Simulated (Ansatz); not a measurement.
Geometry relaxation, with input and output: C2H9NSSi (part 2 of 2)

C2H9NSSi; RKS PBE-D4/def2-SVP (Ansatz 0.2.0). The geometry: force-field start.

Geometry of the input (Å):
```
C  -1.3635  1.2577  0.5312
C  -0.0425  0.6410  0.3674
S  1.0986  1.9138  -0.2178
N  -0.0376  -0.4520  -0.5809
Si 0.8822  -1.8506  -0.5798
H  -1.3790  2.1496  1.2320
H  -2.1176  0.5841  0.9062
H  -1.7557  1.7022  -0.4413
H  0.2823  0.3156  1.4020
H  2.1727  1.0857  -0.3461
H  -1.0829  -0.7841  -0.6253
H  0.5846  -2.5653  0.7014
H  2.2439  -1.3784  -0.5951
H  0.5018  -2.6484  -1.7250
```

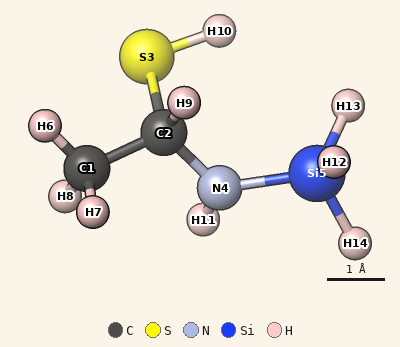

Fig. 1: The geometry at step 9 of the log (ball-and-stick view, seen at a tilt; atoms are numbered from 1 in the order of the input).

Trajectory as extended XYZ, continued
```
14
Properties=species:S:1:pos:R:3:forces:R:3 step=4 energy=-22401.84865
C    -1.4368    1.3343    0.5634    0.1432   0.0723  -0.0380
C    -0.0876    0.6438    0.3741   -0.1259  -0.3244  -0.0162
S     1.1477    1.9095   -0.2454   -0.0425   0.2671  -0.0436
N    -0.1999   -0.4975   -0.5027   -0.3814  -0.3867  -0.0267
Si    0.8848   -1.8746   -0.5136   -0.0575   0.1191  -0.0022
H    -1.3391    2.2216    1.2172   -0.0211   0.0296  -0.0061
H    -2.1677    0.6372    1.0239    0.0692  -0.0135  -0.0316
H    -1.8291    1.6623   -0.4204   -0.0496   0.0521  -0.0121
H     0.2914    0.3356    1.3732    0.0600  -0.0256  -0.0049
H     2.2077    1.0539   -0.2661   -0.0365  -0.0249   0.0294
H    -1.1139   -0.6149   -0.9719    0.4591   0.2353   0.1417
H     0.8137   -2.7343    0.7294    0.0285   0.0188  -0.0002
H     2.3111   -1.3881   -0.6331   -0.0590  -0.0451  -0.0037
H     0.5050   -2.7181   -1.6991    0.0134   0.0261   0.0143
14
Properties=species:S:1:pos:R:3:forces:R:3 step=5 energy=-22401.87923
C    -1.4364    1.3372    0.5783   -0.0305   0.0910   0.0166
C    -0.0952    0.6394    0.3798   -0.1834   0.1038   0.1297
S     1.1162    1.9277   -0.3249    0.0547  -0.5041   0.1128
N    -0.2271   -0.5446   -0.4156   -0.6348  -0.1378  -0.4048
Si    0.8869   -1.8962   -0.4893   -0.0247   0.2420   0.0498
H    -1.3545    2.1850    1.2906    0.0179  -0.0690  -0.0943
H    -2.1802    0.6129    0.9692    0.0031   0.0306  -0.0025
H    -1.8022    1.7371   -0.3929   -0.0377  -0.0299   0.0560
H     0.3266    0.3802    1.3754    0.0441  -0.0409  -0.0693
H     2.0948    0.9724   -0.2753    0.1475   0.3629  -0.1433
H    -1.0068   -0.5092   -1.1036    0.6360   0.0312   0.3630
H     0.8665   -2.7526    0.7469   -0.0207  -0.0282   0.0744
H     2.3001   -1.3908   -0.6371    0.0639  -0.0397  -0.0318
H     0.4985   -2.7278   -1.6726   -0.0355  -0.0120  -0.0563
14
Properties=species:S:1:pos:R:3:forces:R:3 step=6 energy=-22401.90640
C    -1.4492    1.3313    0.5925    0.0176   0.1373  -0.0082
C    -0.1165    0.6172    0.3924    0.1613   0.0350   0.1015
S     1.1078    1.8962   -0.3137    0.0591  -0.1648   0.0101
N    -0.2549   -0.5664   -0.3975   -1.2029   0.0342  -1.1762
Si    0.8775   -1.9003   -0.4775    0.0330   0.1367   0.0197
H    -1.3397    2.2132    1.2577   -0.0040  -0.0656  -0.0702
H    -2.1853    0.6324    1.0407    0.0378   0.0201  -0.0290
H    -1.8459    1.6855   -0.3852    0.0004  -0.0276   0.0699
H     0.3100    0.3520    1.3840   -0.0105  -0.0640  -0.0435
H     2.1760    1.0327   -0.3112   -0.2049   0.1780   0.0051
H    -0.9312   -0.4474   -1.2147    1.1022  -0.1652   1.1502
H     0.8621   -2.7541    0.7634   -0.0311   0.0257   0.0274
H     2.2908   -1.3935   -0.6381    0.0631  -0.0602  -0.0255
H     0.4859   -2.7277   -1.6640   -0.0212  -0.0195  -0.0313
14
Properties=species:S:1:pos:R:3:forces:R:3 step=7 energy=-22401.95181
C    -1.4354    1.3021    0.6052   -0.0719   0.1799   0.1010
C    -0.1050    0.5894    0.3778   -0.3808   0.5068   0.1970
S     1.0890    1.8928   -0.2899   -0.1206   0.0908  -0.0263
N    -0.2916   -0.5537   -0.4514    0.1047  -0.1801  -0.0212
Si    0.8544   -1.8634   -0.4691    0.1378  -0.4765  -0.0609
H    -1.3206    2.1886    1.2601   -0.0030  -0.0134  -0.0026
H    -2.1497    0.5968    1.0740   -0.0164   0.0108  -0.0054
H    -1.8702    1.6451   -0.3587    0.0453  -0.0220   0.0176
H     0.3055    0.2910    1.3668    0.0530  -0.1530  -0.1053
H     2.1535    1.0555   -0.3230    0.1863  -0.0859  -0.0177
H    -0.7932   -0.3494   -1.3212    0.0232   0.0261  -0.0121
H     0.8192   -2.6396    0.8257   -0.0098   0.1098  -0.0249
H     2.2841   -1.4157   -0.6711    0.0255   0.0043  -0.0171
H     0.4473   -2.7687   -1.5961    0.0267   0.0025  -0.0221
14
Properties=species:S:1:pos:R:3:forces:R:3 step=8 energy=-22401.97236
C    -1.4534    1.3217    0.6231    0.0011  -0.1855  -0.1209
C    -0.1330    0.5977    0.3763    0.2172  -0.1275   0.1707
S     1.0743    1.9092   -0.2573   -0.0231   0.0222  -0.0230
N    -0.2760   -0.5517   -0.4736   -0.1051   0.0192  -0.0817
Si    0.8609   -1.8878   -0.4775    0.0203   0.0334  -0.0043
H    -1.3275    2.1804    1.3100   -0.0034   0.0182  -0.0342
H    -2.1806    0.6073    1.0555   -0.0332   0.0157   0.0304
H    -1.8632    1.6825   -0.3436   -0.0330   0.0940   0.0480
H     0.2876    0.2349    1.3399   -0.0207   0.1205   0.0275
H     2.1530    1.0792   -0.3273   -0.0155  -0.0149   0.0147
H    -0.7212   -0.3288   -1.3699   -0.0084   0.0036  -0.0375
H     0.8529   -2.5668    0.8619   -0.0185   0.0013   0.0590
H     2.2878   -1.4612   -0.7406    0.0399  -0.0309  -0.0336
H     0.4255   -2.8457   -1.5482   -0.0175   0.0309  -0.0151
14
Properties=species:S:1:pos:R:3:forces:R:3 step=9 energy=-22401.97970
C    -1.4573    1.3048    0.6177    0.0602  -0.0460  -0.0185
C    -0.1227    0.5962    0.3838   -0.0620   0.0156  -0.0877
S     1.0679    1.9205   -0.2543   -0.0266   0.0015   0.0209
N    -0.2633   -0.5454   -0.4820    0.0445   0.0443   0.1022
Si    0.8631   -1.8895   -0.4789   -0.0253  -0.0202  -0.0460
H    -1.3444    2.1589    1.3128   -0.0068   0.0073   0.0139
H    -2.1878    0.5849    1.0361   -0.0076   0.0095   0.0074
H    -1.8605    1.6911   -0.3417   -0.0087   0.0064   0.0025
H     0.2951    0.2518    1.3536   -0.0102  -0.0083  -0.0073
H     2.1544    1.1008   -0.2991    0.0214  -0.0112  -0.0007
H    -0.6922   -0.3073   -1.3831    0.0031   0.0065   0.0042
H     0.8657   -2.5283    0.8826   -0.0017   0.0122   0.0132
H     2.2953   -1.5151   -0.7967    0.0079  -0.0048  -0.0056
H     0.3739   -2.8525   -1.5217    0.0119  -0.0128   0.0016
14
Properties=species:S:1:pos:R:3:forces:R:3 step=10 energy=-22401.97971
C    -1.4606    1.3027    0.6123    0.0038  -0.0163  -0.0194
C    -0.1259    0.5947    0.3876    0.0406   0.0389   0.1246
S     1.0708    1.9232   -0.2274   -0.0035  -0.0005  -0.0245
N    -0.2558   -0.5450   -0.4756   -0.0754   0.1022  -0.0824
Si    0.8611   -1.8921   -0.4897    0.1001  -0.0752   0.0541
H    -1.3536    2.1545    1.3118    0.0003   0.0003   0.0040
H    -2.1961    0.5837    1.0236   -0.0030   0.0003   0.0063
H    -1.8581    1.6933   -0.3480   -0.0029   0.0044   0.0002
H     0.2825    0.2523    1.3624   -0.0168  -0.0178  -0.0092
H     2.1551    1.1004   -0.2901    0.0045  -0.0036   0.0086
H    -0.6657   -0.2875   -1.3798   -0.0352  -0.0380  -0.0488
H     0.8934   -2.4952    0.8879    0.0022  -0.0043   0.0022
H     2.2882   -1.5325   -0.8483    0.0001  -0.0075  -0.0139
H     0.3520   -2.8816   -1.4979   -0.0147   0.0171  -0.0017
14
Properties=species:S:1:pos:R:3:forces:R:3 step=11 energy=-22401.98122
C    -1.4611    1.3014    0.6132    0.0141  -0.0040  -0.0067
C    -0.1247    0.5971    0.3856    0.0003  -0.0090   0.0051
S     1.0700    1.9268   -0.2305   -0.0010  -0.0054   0.0058
N    -0.2536   -0.5403   -0.4844   -0.0084   0.0412  -0.0273
Si    0.8636   -1.8919   -0.4864    0.0151  -0.0173  -0.0054
H    -1.3550    2.1489    1.3178   -0.0030   0.0026   0.0033
H    -2.1958    0.5793    1.0208    0.0011  -0.0001   0.0011
H    -1.8589    1.6976   -0.3446   -0.0023   0.0009  -0.0003
H     0.2826    0.2468    1.3577   -0.0018   0.0007  -0.0016
H     2.1584    1.1079   -0.2789   -0.0035   0.0017   0.0039
H    -0.6681   -0.2902   -1.3899   -0.0009  -0.0204   0.0136
H     0.8947   -2.4862    0.8957    0.0048   0.0072  -0.0083
H     2.2915   -1.5451   -0.8576   -0.0123  -0.0015   0.0067
H     0.3437   -2.8814   -1.4898   -0.0022   0.0035   0.0103
14
Properties=species:S:1:pos:R:3:forces:R:3 step=12 energy=-22401.98165
C    -1.4614    1.3018    0.6093    0.0007  -0.0032  -0.0023
C    -0.1254    0.5960    0.3860   -0.0053  -0.0073  -0.0106
S     1.0763    1.9255   -0.2155    0.0019   0.0032  -0.0027
N    -0.2517   -0.5379   -0.4883    0.0001   0.0133   0.0165
Si    0.8658   -1.8889   -0.4905    0.0031  -0.0133  -0.0088
H    -1.3577    2.1474    1.3167    0.0002   0.0017   0.0015
H    -2.1984    0.5797    1.0126   -0.0019  -0.0007   0.0006
H    -1.8557    1.7011   -0.3489    0.0045  -0.0011   0.0019
H     0.2760    0.2409    1.3585   -0.0001  -0.0015   0.0056
H     2.1616    1.1025   -0.2626    0.0011   0.0024   0.0030
H    -0.6785   -0.2938   -1.3887   -0.0035   0.0024  -0.0107
H     0.9149   -2.4654    0.8981    0.0024   0.0028   0.0005
H     2.2883   -1.5476   -0.8833   -0.0006   0.0026   0.0017
H     0.3333   -2.8904   -1.4746   -0.0025  -0.0013   0.0039
14
Properties=species:S:1:pos:R:3:forces:R:3 step=13 energy=-22401.98183
C    -1.4624    1.3000    0.6059   -0.0054   0.0086   0.0045
C    -0.1257    0.5948    0.3869   -0.0055  -0.0103  -0.0083
S     1.0791    1.9268   -0.2033    0.0049  -0.0001  -0.0008
N    -0.2489   -0.5356   -0.4920    0.0009  -0.0026   0.0125
Si    0.8664   -1.8889   -0.4953    0.0022  -0.0024   0.0016
H    -1.3619    2.1424    1.3179   -0.0006  -0.0013  -0.0010
H    -2.2027    0.5771    1.0020    0.0028   0.0004  -0.0030
H    -1.8506    1.7046   -0.3524    0.0012  -0.0020   0.0010
H     0.2700    0.2355    1.3603    0.0040   0.0004  -0.0001
H     2.1664    1.1060   -0.2427   -0.0021   0.0029   0.0021
H    -0.6765   -0.2899   -1.3917   -0.0004   0.0038  -0.0038
H     0.9370   -2.4413    0.9027   -0.0012   0.0030  -0.0092
H     2.2835   -1.5558   -0.9155   -0.0100  -0.0057  -0.0016
H     0.3136   -2.9049   -1.4539    0.0093   0.0055   0.0063
```

Summary

```tsv
quantity	value
outcome	converged
total energy	−22401.9819 eV
mean-field energy	−22401.6465 eV
dispersion energy	−0.3354 eV
SCF solution under orbital rotations	stable
largest force (length of the vector) at the end	0.014 eV/Å
dipole moment	1.15 D
hardware	4 threads of AMD EPYC, 23 GiB of memory available, shared host
wall time	18 s (CPU time 63 s)
peak memory	0.2 GiB
```
